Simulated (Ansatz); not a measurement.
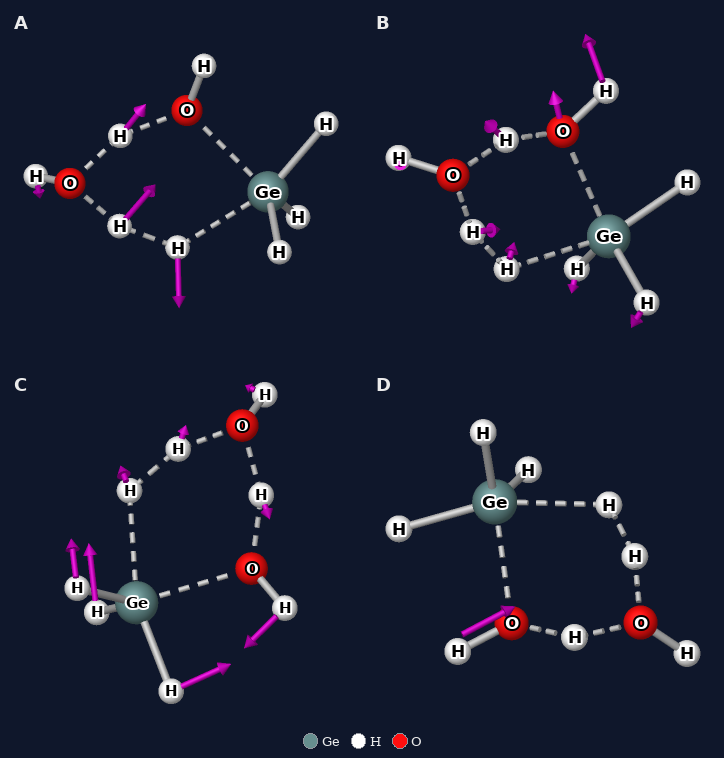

4 normal modes of one molecule or complex, as arrows. Broken sticks mark bonds that form or break. Harmonic vibrations computed with RKS PBE0-D4/def2-TZVP (Ansatz 0.2.0) at a stationary point of the same level. It is a saddle point of order 1.

Question: Match the panels to the wavenumbers 462 cm⁻¹, 929 cm⁻¹, 1245 cm⁻¹, 3875 cm⁻¹.

Answer: A: 1245 cm⁻¹
B: 462 cm⁻¹
C: 929 cm⁻¹
D: 3875 cm⁻¹
